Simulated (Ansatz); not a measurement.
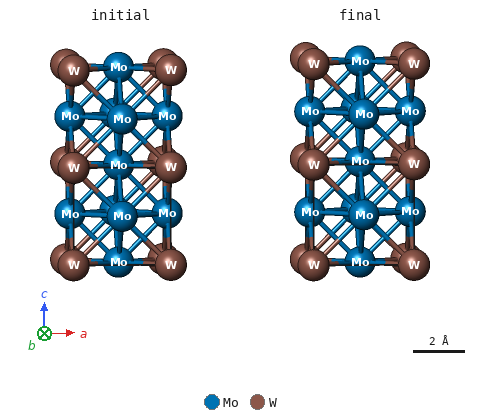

The structure of crystalline Mo3W (built on the Cu3Au (L1_2)_221 type) (coarse preliminary run) before (left) and after (right) a relaxation, at one scale.

The picture is a ball-and-stick view of the cell of the calculation, repeated 1 × 1 × 2 with one cell outlined, seen from a free direction.

Case: Cu3Au (L1_2) type (Pm-3m, No. 221).

The calculation used DFT PBE, scalar-relativistic, plane waves, PAW (Ansatz). (plane-wave cutoff 420 eV; k-point mesh 4 × 4 × 4; occupations gaussian; smearing width 0.1 eV; no spin polarisation; cell and atoms relaxed; force threshold 0.04 eV/Å; at most 70 steps)

Q: Describe what moved and what it gained.

A: The atoms keep their places relative to the cell (all moves are under 0.005 Å). The drawn cell changes as follows: a = b = c 3.889 → 4.018 Å (+3.3 %); the volume changes by +10.3 %. Some distances before and after: Mo–W 2.750 → 2.841 Å, Mo–Mo 2.750 → 2.841 Å. The space group stays Pm-3m (No. 221). After 3 accepted moves (4 points after the start) the energy has fallen by 126 meV per atom. All forces vanish by symmetry, so only the cell relaxes. Pressure: 28.47 GPa at the start and 0.07 GPa at the end. The SCF was repeated once at an unchanged geometry on a basis and grid sized afresh for the cell, which shifted the energy by 0.5 meV per atom at most.

Limits of the set-up: the k-point mesh is coarse for a cell with partly filled bands.
